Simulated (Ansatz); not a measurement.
```sh
ansatz run in.yaml --threads 2 --pin off --events-out ev --progress --plain --max-ram 22528MiB --backend cuda --devices 0, --max-vram 18GiB
```

```yaml
crystal:
  periodic: [false, false, false]
  atoms:
    - {symbol: C, position_ang: [0.030331, -1.189088, 1.713771]}
    - {symbol: C, position_ang: [0.186666, -0.245476, 0.568722]}
    - {symbol: N, position_ang: [1.063040, 0.660042, 0.414041]}
    - {symbol: O, position_ang: [-0.742162, -0.423674, -0.377826]}
    - {symbol: Si, position_ang: [-0.585073, 0.432833, -1.822893]}
    - {symbol: O, position_ang: [-0.543669, 2.046370, -1.594068]}
    - {symbol: H, position_ang: [0.781515, -1.013687, 2.481965]}
    - {symbol: H, position_ang: [0.109462, -2.217319, 1.354264]}
    - {symbol: H, position_ang: [-0.966150, -1.074822, 2.145721]}
    - {symbol: H, position_ang: [1.717011, 0.687319, 1.187973]}
    - {symbol: H, position_ang: [-1.823052, 0.120277, -2.562281]}
    - {symbol: H, position_ang: [0.619076, -0.097312, -2.503272]}
    - {symbol: H, position_ang: [0.173406, 2.279834, -0.991318]}
basis:
  gaussian: {orbitals: def2-TZVPP}
hamiltonian: {xc: {name: wB97M-V}}
output: {forces: true, orbitals: {seedname: orbitals}}
```

What structure does this define?

It has 13 atoms: 2 carbon, 7 hydrogen, 1 nitrogen, 2 oxygen and 1 silicon (C₂H₇NO₂Si). As SMILES it reads `[H]/N=C(\C)O[SiH2]O`. It has no ring. Among its groups: imine, Si–H bond, Si–O bond. This geometry has C1 symmetry. Coordination: 1 C tetrahedral; 1 C trigonal planar; 1 N bent; 2 O bent; 1 Si tetrahedral.

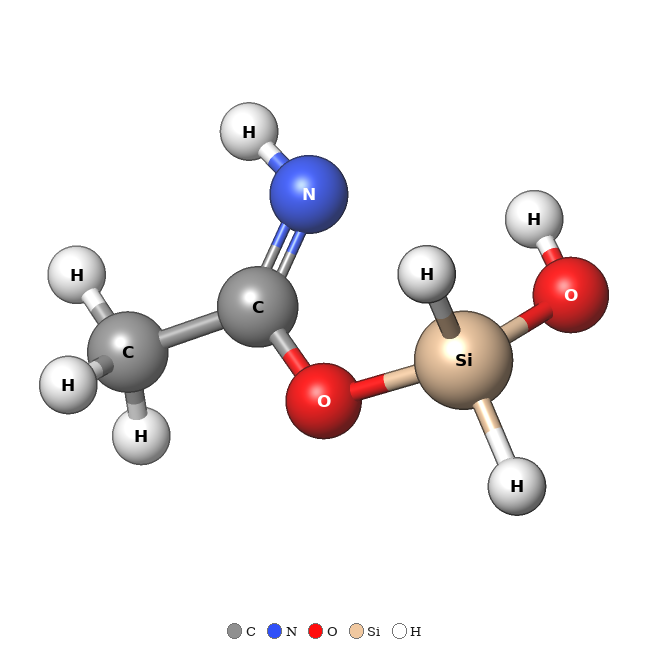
